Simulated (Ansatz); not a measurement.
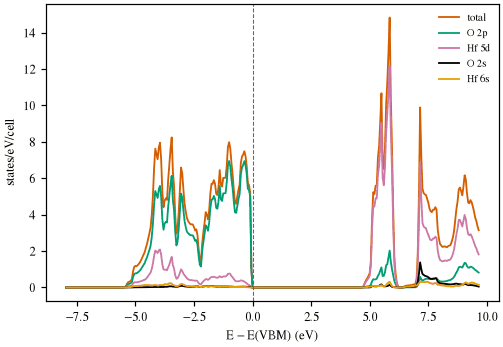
Total and projected density of states of HfO₂ in space group P4_2/nmc (No. 137; Hf on 2a, O on 4d), plane-wave PAW PBE (Ansatz code)

Q: Which orbitals carry the states next to the gap?

A: Top 1 eV of the valence band: O 2p 91 %, Hf 5d 6 %. Bottom 1 eV of the conduction band: Hf 5d 86 %, O 2p 10 %. Projections are on Löwdin-orthogonalised atomic valence shells; empty p or d shells of many metals are not among them.

Q: Where is the tallest occupied peak in this window, and what makes it?

A: Near -3.5 eV, about 8.2 states/eV per cell; the largest projected share is O 2p.

This is a known high-temperature phase of the composition, computed here at zero pressure and temperature. Symmetry was held in the PBE relaxation; its stability against distortions is not shown here. No spin polarisation was allowed. Scalar-relativistic: spin–orbit coupling is off unless named, which matters more the heavier the elements.

Potentials: the earlier of the program's two PAW sets.
